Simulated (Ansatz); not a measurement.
# BF2H3Si + HF: a complex and its separated parts

Aim: how far the complex at one end of a reaction step lies below its separated, relaxed parts, level by level.

Method: PBE0-D4/def2-TZVP structures, single points in def2-TZVPP, no counterpoise correction; program: Ansatz 0.2.0, Gaussian basis.

Levels: SPW92, PBE-D4, BLYP-D4, r2SCAN-D4, B97M-V, PBE0-D4, B3LYP-D4, r2SCAN0-D4, BHLYP-D4, CAM-B3LYP-D4, wB97X-V, wB97M-V, B2PLYP, PBE-QIDH, RPA on PBE, Hartree-Fock, MP2, CCSD, CCSD(T).

Cores are frozen in the correlated methods. B3LYP uses VWN-RPA correlation. B2PLYP carries no dispersion term here.

94 further runs of the same task are left out: 94 set aside as unsound or not needed.

## Step 1: Starting geometry

The complex: 9 atoms, charge 0, spin multiplicity 1.

Atoms are counted from 1 here; the program's logs count them from 0.

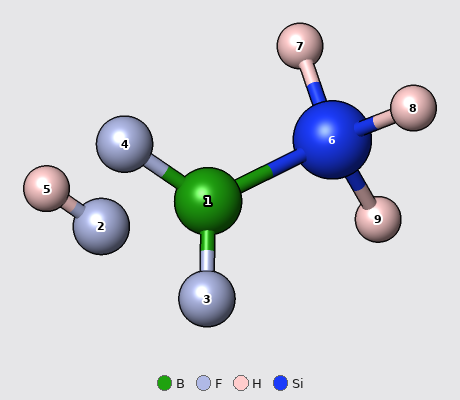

Start geometry, drawn with boron green, fluorine light blue, hydrogen pink, silicon blue; atoms are numbered from 1 in the order of the file.

Coordinates:

```xyz
9
BF3H4Si
B    -0.71023    0.08976   -0.72802
F     1.69044    1.24402   -0.89816
F    -0.73708   -0.51519   -1.89880
F    -1.10640    1.35857   -0.72710
H     1.28196    2.07074   -0.94364
Si   -0.18964   -0.87654    0.98015
H     0.22117    0.09815    2.02286
H    -1.36670   -1.63963    1.47989
H     0.91657   -1.82989    0.71292
```

Its parts: BF2H3Si holds atoms 1, 3, 4, 6, 7, 8, 9; HF holds atoms 2, 5. Each part counts its atoms afresh in its own runs.

## Step 2: Relaxing BF2H3Si alone

Contents of relax-a/in.yaml:

```yaml
crystal:
  periodic: [false, false, false]
  atoms:
    - {symbol: B, position_ang: [-0.710226, 0.089759, -0.728023]}
    - {symbol: F, position_ang: [-0.737080, -0.515194, -1.898802]}
    - {symbol: F, position_ang: [-1.106398, 1.358569, -0.727100]}
    - {symbol: Si, position_ang: [-0.189644, -0.876536, 0.980153]}
    - {symbol: H, position_ang: [0.221171, 0.098151, 2.022864]}
    - {symbol: H, position_ang: [-1.366697, -1.639625, 1.479894]}
    - {symbol: H, position_ang: [0.916569, -1.829887, 0.712917]}
basis:
  gaussian: {orbitals: def2-TZVP}
hamiltonian: {xc: pbe0, dispersion: d4}
relax: {f_tol: 0.005, max_steps: 200}
```

Launch:

```console
> ansatz run in.yaml --threads 4 --pin off --events-out ev --progress --plain --max-ram 9574MiB
```

After this run come: Relaxing HF alone; SPW92/def2-TZVPP; PBE-D4/def2-TZVPP; BLYP-D4/def2-TZVPP; r2SCAN-D4/def2-TZVPP; B97M-V/def2-TZVPP; PBE0-D4/def2-TZVPP; B3LYP-D4/def2-TZVPP; r2SCAN0-D4/def2-TZVPP; BHLYP-D4/def2-TZVPP; CAM-B3LYP-D4/def2-TZVPP; wB97X-V/def2-TZVPP; wB97M-V/def2-TZVPP; B2PLYP/def2-TZVPP; PBE-QIDH/def2-TZVPP; RPA on PBE/def2-TZVPP; CCSD(T)/def2-TZVPP; Vibrations of BF2H3Si; Vibrations of HF.

Q: Predict the outcome of this session. Wanted: complex less parts, CCSD(T)/def2-TZVPP; with zero-point energy; largest T1 diagnostic.

**Answer**, as computed:

| quantity | value |
| --- | --- |
| complex less parts, CCSD(T)/def2-TZVPP | -0.149 eV |
| with zero-point energy | -0.106 eV |
| largest T1 diagnostic | 0.014 |

At CCSD(T) the complex lies 0.149 eV below its parts. Among the functionals PBE0-D4 lands nearest to CCSD(T) (-0.009 eV) and SPW92 farthest (-0.103 eV). Mean unsigned error by rung: LDA 0.103, GGA 0.016, meta-GGA 0.039, hybrid 0.019, range-separated hybrid 0.033, double hybrid 0.015 eV. PBE-D4 gives a relative energy 0.021 eV too low, inside chemical accuracy (1 kcal/mol, 0.043 eV). No counterpoise was applied, and triple zeta lacks some correlation, so the CCSD(T) reference has a basis error of its own, and close matches with it are partly luck.
